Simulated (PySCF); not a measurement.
```xyz
2

Cu    0.0000    0.0000   -0.0243
H     0.0000    0.0000    1.5177
```

These are results of PBE0/aug-cc-pVDZ(-PP), non-relativistic Hamiltonian with scalar-relativistic core potentials where named, at a bond length of 1.542 Å (PySCF), not measurements.

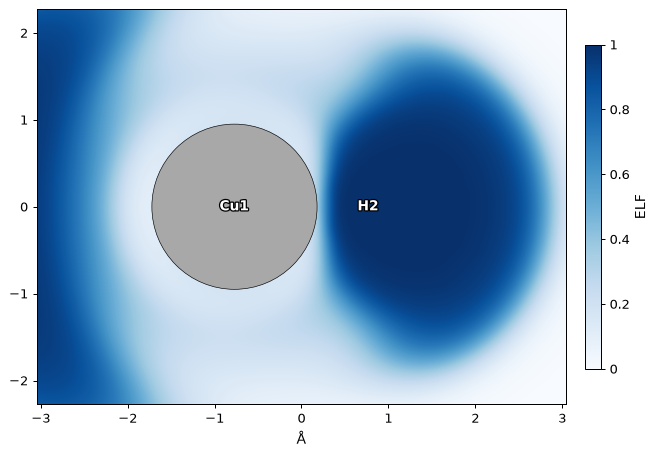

CuH (charge −1, doublet). Electron localisation function on a plane that holds the molecular axis. Grey discs cover the atomic cores.

Q: Interpret the plot.

A: The plane passes through Cu and H nuclei.
Cu–H (1.54 Å): the ELF climbs to about 1 towards the hydrogen.
